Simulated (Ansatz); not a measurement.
**Run report: GaNH$_{6}$O, geometry relaxation**

- system: GaNH$_{6}$O
- method: RHF/def2-SVP (Ansatz 0.2.0)

It belongs to a series of runs on one base structure; here: end point B relaxed. Figures and captions count atoms from 1; the log counts them from 0 in places.

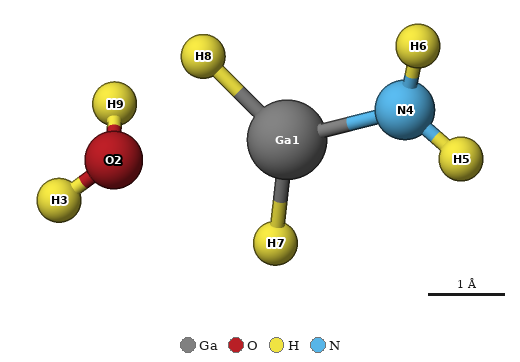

**Figure 1.** The structure as given in the input (ball-and-stick view, seen at a tilt; atoms are numbered from 1 in the order of the input). Sticks mark near contacts.

**The input**
```yaml
crystal:
  periodic: [false, false, false]
  atoms:
    - { symbol: Ga, position_ang: [0.067068, 0.462663, -0.497395] }
    - { symbol: O, position_ang: [-0.079899, 0.156462, 2.468489] }
    - { symbol: H, position_ang: [-0.929878, -0.008017, 2.848715] }
    - { symbol: "N", position_ang: [1.698651, 0.062629, -1.185893] }
    - { symbol: H, position_ang: [1.903007, -0.772987, -1.697763] }
    - { symbol: H, position_ang: [2.535521, 0.573586, -0.986349] }
    - { symbol: H, position_ang: [-1.165394, -0.430609, -0.869797] }
    - { symbol: H, position_ang: [-0.07366, 1.771387, 0.36575] }
    - { symbol: H, position_ang: [-0.143816, 1.047485, 2.089142] }
basis:
  gaussian: { orbitals: def2-SVP }
hamiltonian:
  xc: hf
relax:
  f_tol: 0.03
  max_steps: 50
output:
  orbitals: {}
```

Hardware: 2 threads of Arm Neoverse V2, 24 GiB of memory available, shared host.

Launched with:
```bash
ansatz run input.yaml --threads 2 --pin off --max-ram 3072MiB --backend cpu --events-out ev --progress --plain --runs-dir out
```

**What the program printed**
```
The last accepted step is kept in [file] (removed where the run ends without a failure and the disk answers)
Engine: ansatz 0.2.0, aarch64-unknown-linux-gnu
Functional definition: HF
  exchange = exact_x
  correlation = 0
967 factors; integrals over basis functions are off by at most 5.2e-4 eV
mean field evaluation 1: about -55934.5548 eV, gradient 4.4e1 eV
mean field evaluation 2: about -55934.5979 eV, gradient 4.4e1 eV
mean field evaluation 4: about -55938.5512 eV, gradient 2.7e0 eV
mean field evaluation 8: about -55938.5834 eV, gradient 2.5e-1 eV
mean field -55938.58355874 eV, -2055.7050292498 hartree, gradient 2.8e-5 eV, S^2 0.000000; 0 other end points of the search recorded, 0 dependent functions left out
the calculation of the forces begins
reference -55938.58355874 eV, -2055.7050292498 hartree; 26, 26 occupied and 64, 64 virtual orbitals, 967 factors
relax step   1: F+E_penalty+E_count = -55938.58355874 eV  Δ(F+E_penalty+E_count) = +0.000e0 eV  max|allowed force component| = 1.179e0 eV/Å  Δτ_max = 0.0000 Å  (34 SCF iters, accepted)
these checks for a lower state are left out or cut short: starts, cluster_reference, orbital_swaps, neighbouring_geometries, increment
967 factors; integrals over basis functions are off by at most 6.6e-4 eV
mean field evaluation 16: about -55938.6185 eV, gradient 1.1e-3 eV
mean field -55938.61851365 eV, -2055.7063138191 hartree, gradient 1.9e-5 eV, S^2 0.000000; 0 other end points of the search recorded, 0 dependent functions left out
the calculation of the forces begins
reference -55938.61851365 eV, -2055.7063138191 hartree; 26, 26 occupied and 64, 64 virtual orbitals, 967 factors
relax step   2: F+E_penalty+E_count = -55938.61851365 eV  Δ(F+E_penalty+E_count) = -3.495e-2 eV  max|allowed force component| = 2.474e0 eV/Å  Δτ_max = 0.1968 Å  (30 SCF iters, accepted)
these checks for a lower state are left out or cut short: starts, cluster_reference, orbital_swaps, neighbouring_geometries, increment
967 factors; integrals over basis functions are off by at most 6.7e-4 eV
mean field -55938.57438875 eV, -2055.7046922592 hartree, gradient 2.7e-5 eV, S^2 0.000000; 0 other end points of the search recorded, 0 dependent functions left out
the calculation of the forces begins
reference -55938.57438875 eV, -2055.7046922592 hartree; 26, 26 occupied and 64, 64 virtual orbitals, 967 factors
relax step   3: F+E_penalty+E_count = -55938.57438875 eV  Δ(F+E_penalty+E_count) = +4.412e-2 eV  max|allowed force component| = 3.469e0 eV/Å  Δτ_max = 0.1959 Å  (31 SCF iters, rejected (line search))
these checks for a lower state are left out or cut short: starts, cluster_reference, orbital_swaps, neighbouring_geometries, increment
967 factors; integrals over basis functions are off by at most 6.5e-4 eV
mean field evaluation 32: about -55938.6625 eV, gradient 1.6e-5 eV
mean field -55938.66248096 eV, -2055.7079295880 hartree, gradient 1.6e-5 eV, S^2 0.000000; 0 other end points of the search recorded, 0 dependent functions left out
the calculation of the forces begins
reference -55938.66248096 eV, -2055.7079295880 hartree; 26, 26 occupied and 64, 64 virtual orbitals, 967 factors
relax step   4: F+E_penalty+E_count = -55938.66248096 eV  Δ(F+E_penalty+E_count) = -4.397e-2 eV  max|allowed force component| = 2.209e0 eV/Å  Δτ_max = 0.0979 Å  (31 SCF iters, accepted)
these checks for a lower state are left out or cut short: starts, cluster_reference, orbital_swaps, neighbouring_geometries, increment
967 factors; integrals over basis functions are off by at most 6.1e-4 eV
mean field -55938.73003109 eV, -2055.7104120096 hartree, gradient 2.4e-5 eV, S^2 0.000000; 0 other end points of the search recorded, 0 dependent functions left out
the calculation of the forces begins
reference -55938.73003109 eV, -2055.7104120096 hartree; 26, 26 occupied and 64, 64 virtual orbitals, 967 factors
relax step   5: F+E_penalty+E_count = -55938.73003109 eV  Δ(F+E_penalty+E_count) = -6.755e-2 eV  max|allowed force component| = 1.455e0 eV/Å  Δτ_max = 0.0974 Å  (30 SCF iters, accepted)
these checks for a lower state are left out or cut short: starts, cluster_reference, orbital_swaps, neighbouring_geometries, increment
967 factors; integrals over basis functions are off by at most 5.3e-4 eV
mean field -55938.79995980 eV, -2055.7129818422 hartree, gradient 2.4e-5 eV, S^2 0.000000; 0 other end points of the search recorded, 0 dependent functions left out
the calculation of the forces begins
reference -55938.79995980 eV, -2055.7129818422 hartree; 26, 26 occupied and 64, 64 virtual orbitals, 967 factors
relax step   6: F+E_penalty+E_count = -55938.79995980 eV  Δ(F+E_penalty+E_count) = -6.993e-2 eV  max|allowed force component| = 9.249e-1 eV/Å  Δτ_max = 0.1466 Å  (30 SCF iters, accepted)
these checks for a lower state are left out or cut short: starts, cluster_reference, orbital_swaps, neighbouring_geometries, increment
967 factors; integrals over basis functions are off by at most 4.4e-4 eV
mean field -55938.86478921 eV, -2055.7153642790 hartree, gradient 2.5e-5 eV, S^2 0.000000; 0 other end points of the search recorded, 0 dependent functions left out
the calculation of the forces begins
reference -55938.86478921 eV, -2055.7153642790 hartree; 26, 26 occupied and 64, 64 virtual orbitals, 967 factors
relax step   7: F+E_penalty+E_count = -55938.86478921 eV  Δ(F+E_penalty+E_count) = -6.483e-2 eV  max|allowed force component| = 6.783e-1 eV/Å  Δτ_max = 0.1943 Å  (30 SCF iters, accepted)
these checks for a lower state are left out or cut short: starts, cluster_reference, orbital_swaps, neighbouring_geometries, increment
967 factors; integrals over basis functions are off by at most 4.0e-4 eV
mean field -55938.90045737 eV, -2055.7166750597 hartree, gradient 2.1e-5 eV, S^2 0.000000; 0 other end points of the search recorded, 0 dependent functions left out
the calculation of the forces begins
reference -55938.90045737 eV, -2055.7166750597 hartree; 26, 26 occupied and 64, 64 virtual orbitals, 967 factors
relax step   8: F+E_penalty+E_count = -55938.90045737 eV  Δ(F+E_penalty+E_count) = -3.567e-2 eV  max|allowed force component| = 3.065e-1 eV/Å  Δτ_max = 0.1726 Å  (30 SCF iters, accepted)
these checks for a lower state are left out or cut short: starts, cluster_reference, orbital_swaps, neighbouring_geometries, increment
967 factors; integrals over basis functions are off by at most 4.0e-4 eV
mean field evaluation 64: about -55938.9136 eV, gradient 3.7e-1 eV
mean field -55938.91393448 eV, -2055.7171703345 hartree, gradient 1.9e-5 eV, S^2 0.000000; 0 other end points of the search recorded, 0 dependent functions left out
the calculation of the forces begins
reference -55938.91393448 eV, -2055.7171703345 hartree; 26, 26 occupied and 64, 64 virtual orbitals, 967 factors
relax step   9: F+E_penalty+E_count = -55938.91393448 eV  Δ(F+E_penalty+E_count) = -1.348e-2 eV  max|allowed force component| = 1.640e-1 eV/Å  Δτ_max = 0.0712 Å  (30 SCF iters, accepted)
these checks for a lower state are left out or cut short: starts, cluster_reference, orbital_swaps, neighbouring_geometries, increment
967 factors; integrals over basis functions are off by at most 4.0e-4 eV
mean field -55938.91543336 eV, -2055.7172254172 hartree, gradient 1.4e-5 eV, S^2 0.000000; 0 other end points of the search recorded, 0 dependent functions left out
the calculation of the forces begins
reference -55938.91543336 eV, -2055.7172254172 hartree; 26, 26 occupied and 64, 64 virtual orbitals, 967 factors
relax step  10: F+E_penalty+E_count = -55938.91543336 eV  Δ(F+E_penalty+E_count) = -1.499e-3 eV  max|allowed force component| = 2.170e-2 eV/Å  Δτ_max = 0.0230 Å  (32 SCF iters, accepted)
```

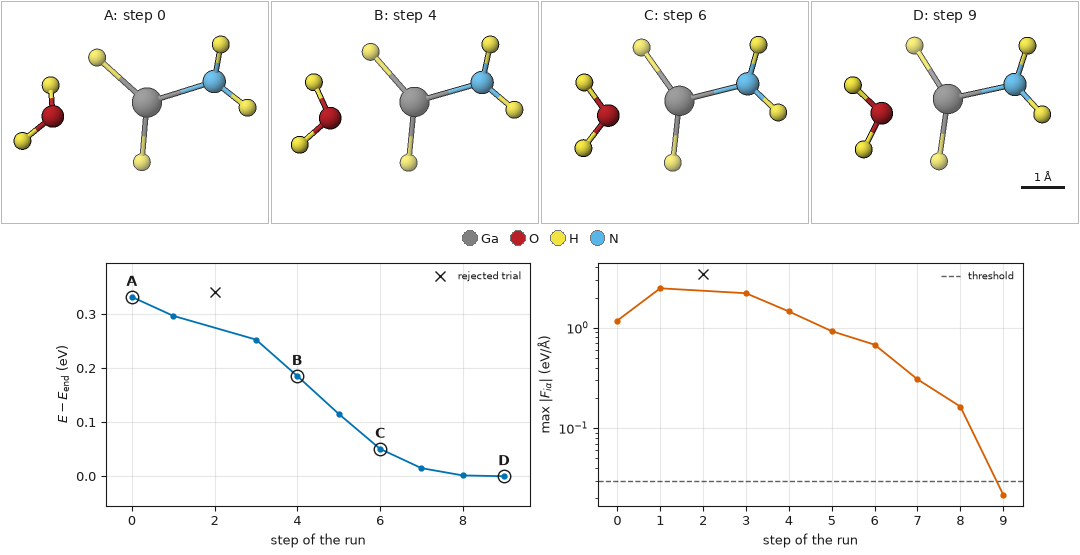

**Figure 2.** Frames of the relaxation (ball-and-stick view, seen at a tilt) above the curves, on which the letters mark them (the first geometry is step 0 here and step 1 in the log).

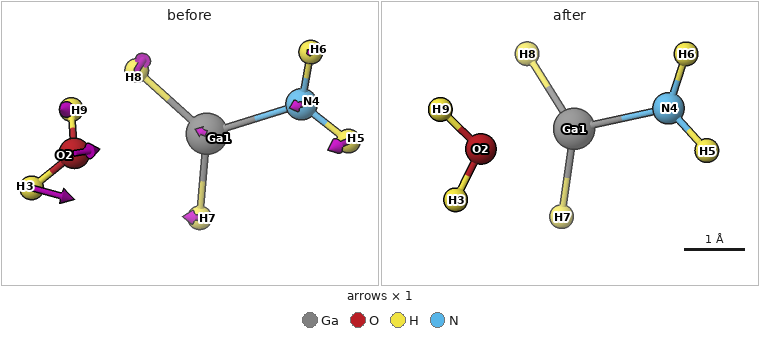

**Figure 3.** Before (left) and after (right) the relaxation, at one scale (ball-and-stick view, seen at a tilt). The pink arrows give the displacements, at true length. H3 moves most after the best rigid fit: 0.76 Å. Largest moves by element: H 0.76 Å, O 0.55 Å, N 0.26 Å, Ga 0.23 Å. Distances before and after: O2–H9 0.971 → 0.947 Å, Ga1–N4 1.816 → 1.831 Å, Ga1–H7 1.567 → 1.582 Å. Among the angles that change: H3–O2–H9 104.9° → 107.6°, N4–Ga1–H7 119.4° → 117.1°. After 9 geometry steps the energy has fallen by 0.332 eV. Largest force component: 1.2 eV/Å at the start, 0.022 eV/Å at the end. The line search rejected the trial step at point 2 (counted from 0) and went back. (Atoms are counted from 1 in the order of the input.)

```
967 factors; integrals over basis functions are off by at most 4.0e-4 eV
mean field -55938.91543336 eV, -2055.7172254172 hartree, gradient 1.4e-5 eV, S^2 0.000000; 1 other end points of the search recorded, 0 dependent functions left out
the calculation of the forces begins
reference -55938.91543336 eV, -2055.7172254172 hartree; 26, 26 occupied and 64, 64 virtual orbitals, 967 factors
Total energy: -55938.91543336 eV, -2055.7172254172 hartree
Atom 0 at    -0.009043     0.603815    -0.333915 Å, force    -0.021698     0.010177     0.015674 eV/Å
Atom 1 at     0.004128     0.196210     1.923156 Å, force     0.014905     0.000098    -0.009574 eV/Å
Atom 2 at    -0.664707    -0.392583     2.244947 Å, force     0.000377     0.013996     0.007647 eV/Å
Atom 3 at     1.618693     0.025717    -0.942169 Å, force     0.000336     0.001167    -0.013228 eV/Å
Atom 4 at     1.817992    -0.914549    -1.219073 Å, force     0.012970    -0.010625     0.001281 eV/Å
Atom 5 at     2.446431     0.587052    -0.960176 Å, force     0.014779    -0.003067    -0.002117 eV/Å
Atom 6 at    -1.243429    -0.361048    -0.551376 Å, force    -0.006997    -0.007017    -0.006750 eV/Å
Atom 7 at    -0.173185     2.162331    -0.115951 Å, force    -0.001917     0.008733     0.001103 eV/Å
Atom 8 at     0.014721     0.955654     2.489456 Å, force    -0.012756    -0.013463     0.005964 eV/Å
Dipole moment:    -0.067717    -0.093991     0.789930 e Å
```

**Trajectory as extended XYZ (Å, eV, eV/Å), 10 frames, from step=1 to step=10**
```
9
Properties=species:S:1:pos:R:3:forces:R:3 step=1 energy=-55938.58356
Ga    0.0671    0.4627   -0.4974    0.0130  -0.1064   0.0984
O    -0.0799    0.1565    2.4685   -0.0995   1.1400  -0.6291
H    -0.9299   -0.0080    2.8487   -0.0182  -0.0651   0.0319
N     1.6987    0.0626   -1.1859   -0.0229   0.0067   0.0145
H     1.9030   -0.7730   -1.6978   -0.0068   0.0082  -0.0047
H     2.5355    0.5736   -0.9863    0.0113   0.0032   0.0065
H    -1.1654   -0.4306   -0.8698   -0.0153  -0.0172  -0.0085
H    -0.0737    1.7714    0.3658    0.0265   0.2095  -0.2597
H    -0.1438    1.0475    2.0891    0.1120  -1.1789   0.7508
9
Properties=species:S:1:pos:R:3:forces:R:3 step=2 energy=-55938.61851
Ga    0.0656    0.4592   -0.5074   -0.1293   0.1573   0.1796
O    -0.1135    0.1074    2.3942   -0.4312   2.4735  -0.1661
H    -0.9220   -0.0483    2.8719    0.2649  -0.2162  -0.1682
N     1.7003    0.0548   -1.1840    0.0586  -0.0704  -0.0066
H     1.9082   -0.7845   -1.6882    0.0179  -0.0078   0.0237
H     2.5346    0.5732   -0.9916   -0.0052   0.0015  -0.0113
H    -1.1641   -0.4440   -0.8708    0.0071  -0.0341   0.0190
H    -0.0765    1.8516    0.2316    0.0206   0.0141  -0.1518
H    -0.1211    1.0932    2.2792    0.1966  -2.3181   0.2817
9
Properties=species:S:1:pos:R:3:forces:R:3 step=3 energy=-55938.57439 accepted=F
Ga    0.0508    0.4854   -0.5174   -0.1331   0.1427   0.3172
O    -0.1327    0.1298    2.2687   -0.5671   3.4216   1.2365
H    -0.8780   -0.1461    2.8087    0.6041  -0.0490  -0.5555
N     1.6927    0.0378   -1.1560    0.1205  -0.0774  -0.0409
H     1.9054   -0.8261   -1.6173    0.0061   0.0575   0.0574
H     2.5220    0.5798   -1.0057   -0.0466  -0.0488  -0.0180
H    -1.1670   -0.4460   -0.8542   -0.0086  -0.0222   0.0034
H    -0.0915    1.9155    0.1395    0.0103   0.0451  -0.1847
H    -0.0901    1.1325    2.4686    0.0143  -3.4694  -0.8155
9
Properties=species:S:1:pos:R:3:forces:R:3 step=4 energy=-55938.66248
Ga    0.0613    0.4759   -0.4578   -0.1098   0.0947   0.0694
O    -0.0940    0.0971    2.3315   -0.3970   2.2089  -0.1358
H    -0.9111   -0.0888    2.7833    0.2670  -0.1780  -0.1779
N     1.6871    0.0519   -1.1497    0.0939  -0.0378   0.0185
H     1.8900   -0.8031   -1.6297    0.0093   0.0087   0.0425
H     2.5218    0.5837   -0.9957   -0.0313  -0.0280  -0.0168
H    -1.1626   -0.4430   -0.8043   -0.0130  -0.0186   0.0497
H    -0.0783    1.9081    0.2006    0.0103  -0.0024  -0.0863
H    -0.1026    1.0809    2.2567    0.1704  -2.0475   0.2367
9
Properties=species:S:1:pos:R:3:forces:R:3 step=5 energy=-55938.73003
Ga    0.0522    0.4867   -0.4432   -0.0785   0.0487   0.1748
O    -0.1005    0.1232    2.2378   -0.3415   1.4547   0.2604
H    -0.8835   -0.1390    2.7150    0.3384  -0.0599  -0.2778
N     1.6813    0.0440   -1.1244    0.0921  -0.0280   0.0061
H     1.8834   -0.8178   -1.5930    0.0080   0.0214   0.0532
H     2.5145    0.5857   -0.9939   -0.0642  -0.0486  -0.0180
H    -1.1693   -0.4458   -0.7648   -0.0168  -0.0107   0.0129
H    -0.0831    1.9327    0.1757   -0.0006   0.0764  -0.1285
H    -0.0834    1.0928    2.3256    0.0631  -1.4540  -0.0830
9
Properties=species:S:1:pos:R:3:forces:R:3 step=6 energy=-55938.79996
Ga    0.0422    0.5039   -0.3913   -0.0506   0.0715   0.1517
O    -0.0886    0.1494    2.1301   -0.5010   0.6594   0.4931
H    -0.8503   -0.2097    2.5910    0.6018   0.1993  -0.4449
N     1.6666    0.0361   -1.0802    0.1742   0.0135   0.0257
H     1.8646   -0.8412   -1.5230    0.0021   0.0639   0.0797
H     2.4990    0.5922   -0.9941   -0.1625  -0.1261  -0.0253
H    -1.1753   -0.4427   -0.6949   -0.0352  -0.0052   0.0197
H    -0.0914    1.9937    0.1217   -0.0129   0.0486  -0.1214
H    -0.0552    1.0809    2.3754   -0.0159  -0.9249  -0.1782
9
Properties=species:S:1:pos:R:3:forces:R:3 step=7 energy=-55938.86479
Ga    0.0208    0.5334   -0.3306   -0.0253   0.1456   0.0925
O    -0.0500    0.1658    2.0044   -0.5439   0.2508   0.6034
H    -0.7956   -0.2804    2.4185    0.6783   0.3750  -0.4408
N     1.6432    0.0296   -1.0111    0.2697   0.0223  -0.0009
H     1.8400   -0.8711   -1.4091   -0.0105   0.1559   0.1058
H     2.4728    0.5991   -0.9752   -0.2449  -0.2036  -0.0257
H    -1.1948   -0.4295   -0.6083   -0.0570   0.0151   0.0014
H    -0.1175    2.0721    0.0558   -0.0219  -0.0855  -0.1220
H    -0.0073    1.0436    2.3904   -0.0446  -0.6756  -0.2136
9
Properties=species:S:1:pos:R:3:forces:R:3 step=8 energy=-55938.90046
Ga   -0.0221    0.5881   -0.3386    0.2479  -0.1227  -0.0428
O     0.0298    0.1495    1.9619   -0.2833   0.1822   0.0662
H    -0.6973   -0.3586    2.3094    0.2419   0.1636  -0.1158
N     1.6219    0.0247   -0.9323   -0.3065   0.0665   0.0449
H     1.8229   -0.8944   -1.2648    0.0396  -0.1201  -0.0172
H     2.4406    0.5937   -0.9288    0.1611   0.0829  -0.0114
H    -1.2491   -0.3678   -0.5960   -0.0543  -0.0128   0.0337
H    -0.1638    2.1428   -0.0948   -0.0470   0.0282   0.0710
H     0.0287    0.9846    2.4188    0.0004  -0.2676  -0.0286
9
Properties=species:S:1:pos:R:3:forces:R:3 step=9 energy=-55938.91393
Ga   -0.0138    0.6014   -0.3349   -0.0474   0.0209   0.0045
O     0.0014    0.1947    1.9241   -0.0109   0.0001   0.0122
H    -0.6612   -0.3889    2.2671   -0.0066  -0.0229  -0.0231
N     1.6168    0.0247   -0.9347    0.1640  -0.0587  -0.0716
H     1.8265   -0.9095   -1.2260   -0.0917  -0.0302   0.0200
H     2.4484    0.5807   -0.9614   -0.0420   0.0775   0.0370
H    -1.2494   -0.3600   -0.5736    0.0202   0.0132   0.0196
H    -0.1762    2.1613   -0.1099    0.0006  -0.0221  -0.0008
H     0.0192    0.9582    2.4843    0.0138   0.0223   0.0020
9
Properties=species:S:1:pos:R:3:forces:R:3 step=10 energy=-55938.91543
Ga   -0.0090    0.6038   -0.3339   -0.0217   0.0102   0.0157
O     0.0041    0.1962    1.9232    0.0149   0.0001  -0.0096
H    -0.6647   -0.3926    2.2449    0.0004   0.0140   0.0076
N     1.6187    0.0257   -0.9422    0.0003   0.0012  -0.0132
H     1.8180   -0.9145   -1.2191    0.0130  -0.0106   0.0013
H     2.4464    0.5871   -0.9602    0.0148  -0.0031  -0.0021
H    -1.2434   -0.3610   -0.5514   -0.0070  -0.0070  -0.0067
H    -0.1732    2.1623   -0.1160   -0.0019   0.0087   0.0011
H     0.0147    0.9557    2.4895   -0.0128  -0.0135   0.0060
```

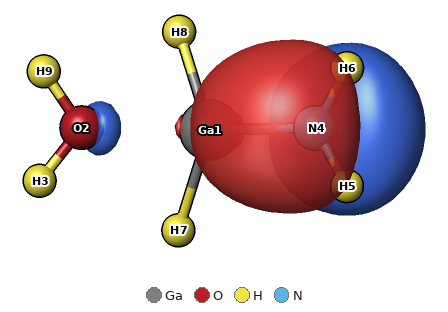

**Figure 4.** One frontier orbital at ±0.1 Å⁻³ᐟ² (blue and red are the two phases), seen from the side. The HOMO, at −9.82 eV.

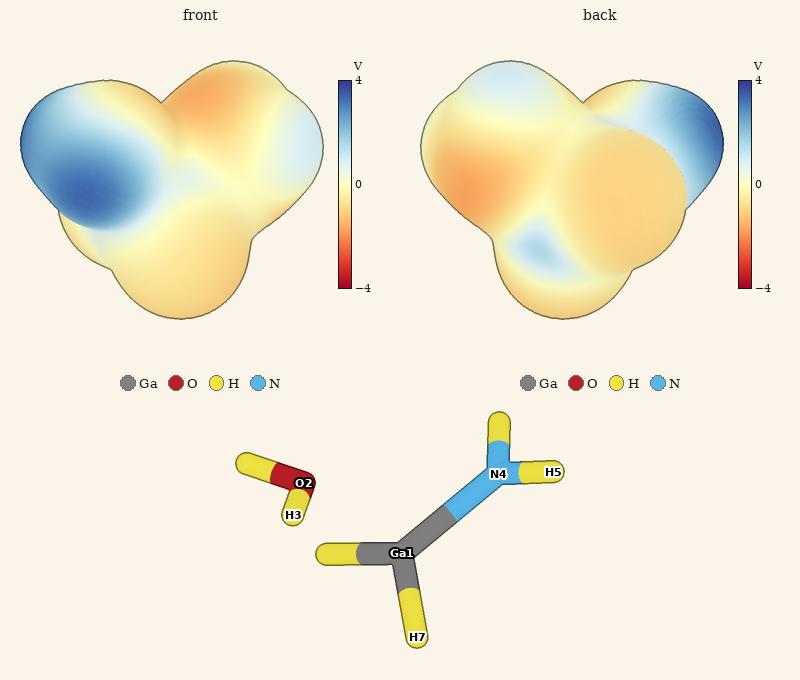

**Figure 5.** The molecular electrostatic potential painted on the density surface at 0.002 e/bohr³, seen at a tilt and from behind; the colour scale runs from red (negative) to blue (positive). The bare structure is drawn below in the same view.

**Summary**

- outcome: converged
- total energy: −55938.9154 eV
- mean-field energy: −55938.9154 eV
- largest force (length of the vector) at the end: 0.029 eV/Å
- wall time: 8.8 s (CPU time 16 s)
- peak memory: 0.17 GiB
